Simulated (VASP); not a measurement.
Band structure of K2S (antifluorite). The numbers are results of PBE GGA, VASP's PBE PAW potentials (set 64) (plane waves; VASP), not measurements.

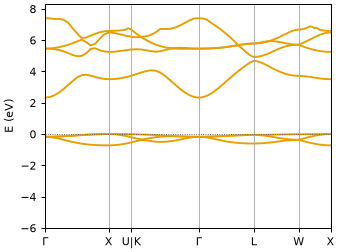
Bands along high-symmetry lines, zero at the valence-band maximum or, without a gap, the Fermi level

### Question
Read the plot: is there a gap, and where are the band edges?

### Answer
The gap is indirect, 2.33 eV, from the valence maximum at X to the conduction minimum at Γ. (Edges off the drawn lines would not show.)

The compound is K2S in the antifluorite structure. It was relaxed first.
